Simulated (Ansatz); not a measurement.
## A computed series for MgSnO3: pressure series

Base system: MgSnO3 (space group R-3, No. 148; a = 5.279 Å, c = 14.107 Å (hexagonal axes); a cell from a computed database, its experimental status unchecked).

Cell and atoms are relaxed at each pressure.

Method: Ansatz (a first-principles code) PBEsol, scalar-relativistic without spin-orbit coupling.

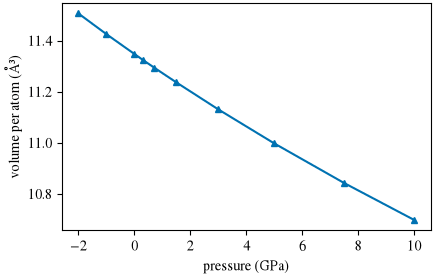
Figure. Volume per atom against pressure

Problem. From the plot, what is the volume per atom for pressure 1.5 GPa?

Solution. About 11.24 Å³.

Problem. Is the trend monotonic over the range shown?

Solution. Yes, it falls throughout, spanning 10.70 Å³ to 11.51 Å³.

Load acts through the strain it causes; cell and atoms are relaxed under it. No phonon test of stability was made. Competing high-pressure phases were not computed.
